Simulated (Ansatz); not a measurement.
# doublet CHClFN− at 3 levels

We compute a comparison of 3 runs (UHF/STO-3G, U-r2SCAN/def2-SVPD, UBLYP/def2-SVPD) of doublet CHClFN−. 

Program for the calculation: Ansatz 0.2.0.

84 further runs of the same task are left out: 84 set aside as unsound or not needed. Runs told in other sessions of the task aren't counted.

## (1) The structure to begin with

CHClFN−: 5 atoms, total charge -1, spin state doublet. As SMILES of the parent species, `[H]/N=C(/F)Cl`. Geometry: relaxed at PBE0-D4/def2-TZVP. That shape belongs to the parent species and isn't relaxed for this state.

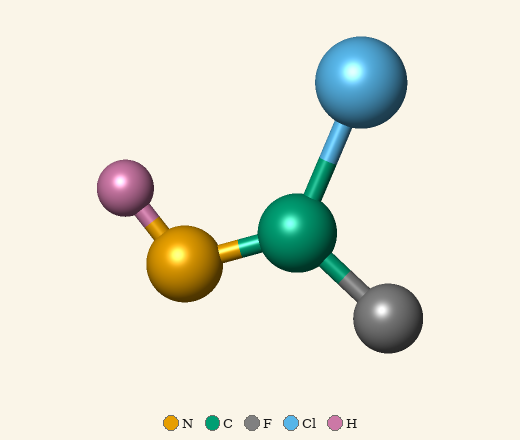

The structure, seen from a chosen angle (nitrogen amber, carbon teal, fluorine grey, chlorine blue, hydrogen pink).

## (2) A single-point energy at UHF/STO-3G (run 1)

The input, input.yaml:

```yaml
crystal:
  periodic: [false, false, false]
  atoms:
    - {symbol: "N", position_ang: [0.321100, 0.940500, 0.274400]}
    - {symbol: C, position_ang: [0.137900, -0.274600, 0.128500]}
    - {symbol: F, position_ang: [0.810300, -1.157400, 0.832100]}
    - {symbol: Cl, position_ang: [-0.953500, -1.081700, -0.943200]}
    - {symbol: H, position_ang: [-0.266000, 1.499600, -0.333300]}
basis:
  gaussian:
    orbitals: STO-3G
total_charge: -1
magnetization:
  spin_polarized: true
  initial_magnetization: 1
hamiltonian:
  xc: hf
accuracy: high
output: {orbitals: {seedname: orbitals}}
```

Launch:

```bash
$ ansatz run input.yaml --threads 1 --pin off --max-ram 2610MiB --events-out events.jsonl --progress --plain --runs-dir runs
```

Standard output:

```text
Warning: RAYON_NUM_THREADS=1 ignored (pool sized by the plan → 1); use --threads N
Functional definition: HF
  name "HF"
  exchange = exact_x
  correlation = 0
472 factors; integrals over basis functions are off by at most 3.6e-8 eV
mean field evaluation 1: about -17523.5032 eV, gradient 1.9e1 eV
mean field evaluation 2: about -17523.7047 eV, gradient 1.9e1 eV
mean field evaluation 4: about -17525.9775 eV, gradient 1.5e0 eV
mean field evaluation 8: about -17526.0398 eV, gradient 3.2e-4 eV
mean field -17526.03712895 eV, -644.0699849144 hartree, gradient 1.7e-8 eV, S^2 0.755721; 0 other end points of the search recorded, 0 dependent functions left out
reference -17526.03712895 eV, -644.0699849144 hartree; 21, 20 occupied and 4, 5 virtual orbitals, 472 factors
Total energy: -17526.03712895 eV, -644.0699849144 hartree
```

Run time: 0.24 s. Hardware: 1 thread of Arm Neoverse V1, shared host.

## (3) The energy at U-r2SCAN/def2-SVPD (run 2)

The input, molecule.yaml:

```yaml
crystal:
  periodic: [false, false, false]
  atoms:
    - symbol: N
      position_ang: [0.321100, 0.940500, 0.274400]
    - symbol: C
      position_ang: [0.137900, -0.274600, 0.128500]
    - symbol: F
      position_ang: [0.810300, -1.157400, 0.832100]
    - symbol: Cl
      position_ang: [-0.953500, -1.081700, -0.943200]
    - symbol: H
      position_ang: [-0.266000, 1.499600, -0.333300]
basis:
  gaussian: {orbitals: def2-SVPD}
total_charge: -1
magnetization: {spin_polarized: true, initial_magnetization: 1}
hamiltonian: {xc: r2scan}
accuracy: high
output: {orbitals: {seedname: orbitals}}
```

Launch:

```bash
$ ansatz run molecule.yaml --threads 1 --pin off --max-ram 2610MiB --events-out events.jsonl --progress --plain --runs-dir runs
```

Standard output:

```text
Warning: RAYON_NUM_THREADS=1 ignored (pool sized by the plan → 1); use --threads N
Functional definition: r2SCAN
  name "r2SCAN"
  parameter k0 = 0.174
  parameter k1 = 0.065
  parameter a1 = 4.9479
  exchange = r2scan_x(k0 = k0, k1 = k1, a1 = a1)
  correlation = r2scan_c
1951 factors; integrals over basis functions are off by at most 3.7e-9 eV
mean field evaluation 1: about -17764.8462 eV, gradient 3.5e1 eV
mean field evaluation 2: about -17728.4193 eV, gradient 8.8e1 eV
mean field evaluation 4: about -17767.6177 eV, gradient 2.0e1 eV
mean field evaluation 8: about -17769.8725 eV, gradient 3.4e-1 eV
mean field evaluation 16: about -17770.0110 eV, gradient 1.7e-1 eV
mean field evaluation 32: about -17769.9504 eV, gradient 2.5e0 eV
mean field -17770.01364309 eV, -653.0359564358 hartree, gradient 1.0e-7 eV, S^2 0.754725; 7 other end points of the search recorded, 0 dependent functions left out
reference -17770.01365085 eV, -653.0359567208 hartree; 21, 20 occupied and 77, 78 virtual orbitals, 1951 factors
Total energy: -17770.01365085 eV, -653.0359567208 hartree
```

Run time: 74 s. Hardware: 1 thread of Arm Neoverse V1, shared host; peak memory 0.42 GiB.

## (4) The energy at UBLYP/def2-SVPD (run 3)

The input, job.yaml:

```yaml
crystal:
  periodic: [false, false, false]
  atoms:
    - {symbol: "N", position_ang: [0.321100, 0.940500, 0.274400]}
    - {symbol: C, position_ang: [0.137900, -0.274600, 0.128500]}
    - {symbol: F, position_ang: [0.810300, -1.157400, 0.832100]}
    - {symbol: Cl, position_ang: [-0.953500, -1.081700, -0.943200]}
    - {symbol: H, position_ang: [-0.266000, 1.499600, -0.333300]}
basis:
  gaussian:
    orbitals: def2-SVPD
total_charge: -1
magnetization:
  spin_polarized: true
  initial_magnetization: 1
hamiltonian:
  xc: {name: BLYP}
accuracy: high
output: {orbitals: {seedname: orbitals}}
```

Launch:

```bash
$ ansatz run job.yaml --threads 1 --pin off --max-ram 2610MiB --events-out events.jsonl --progress --plain --runs-dir runs
```

Standard output:

```text
Warning: RAYON_NUM_THREADS=1 ignored (pool sized by the plan → 1); use --threads N
Functional definition: BLYP
  name "BLYP"
  parameter beta = 0.0042
  parameter a = 0.04918
  parameter b = 0.132
  parameter c = 0.2533
  parameter d = 0.349
  exchange = b88_x(beta = beta)
  correlation = lyp_c(a = a, b = b, c = c, d = d)
1951 factors; integrals over basis functions are off by at most 3.7e-9 eV
mean field evaluation 1: about -17765.1232 eV, gradient 4.1e1 eV
mean field evaluation 2: about -17705.0645 eV, gradient 1.2e2 eV
mean field evaluation 4: about -17768.6066 eV, gradient 2.6e1 eV
mean field evaluation 8: about -17771.9859 eV, gradient 8.1e0 eV
mean field evaluation 16: about -17772.4916 eV, gradient 5.4e-2 eV
mean field evaluation 32: about -17772.4758 eV, gradient 1.5e0 eV
mean field -17772.49250965 eV, -653.1270531014 hartree, gradient 2.6e-8 eV, S^2 0.751416; 7 other end points of the search recorded, 0 dependent functions left out
reference -17772.49255297 eV, -653.1270546934 hartree; 21, 20 occupied and 77, 78 virtual orbitals, 1951 factors
Total energy: -17772.49255297 eV, -653.1270546934 hartree
```

Run time: 28 s. Hardware: 1 thread of Arm Neoverse V1, shared host; peak memory 0.32 GiB.

## (5) The series

| run | level | energy (Eh) | HOMO energy (eV) | LUMO energy (eV) | ⟨S²⟩ | wall time |
| --- | --- | --- | --- | --- | --- | --- |
| 1 | UHF/STO-3G | -644.069985 | 4.98 | 18.94 | 0.756 | 0.24 s |
| 2 | U-r2SCAN/def2-SVPD | -653.035957 | 3.72 | 4.01 | 0.755 | 74 s |
| 3 | UBLYP/def2-SVPD | -653.127055 | 3.77 | 3.81 | 0.751 | 28 s |

## (6) Results

| quantity | value |
| --- | --- |
| run 3: total energy | -653.12705 Eh |
| run 3: HOMO energy (highest over α and β) | 3.77 eV |
| run 3: LUMO energy (lowest over α and β) | 3.81 eV |
| run 3: ⟨S²⟩ | 0.751 |

What this shows: Totals of different functionals can't be ranked against each other. In all runs the HOMO lies above zero, from self-interaction, a short basis or an electron that isn't bound. In run 1 the basis is minimal, so the values are rough. All runs together took 1.7 min, the longest 74 s.
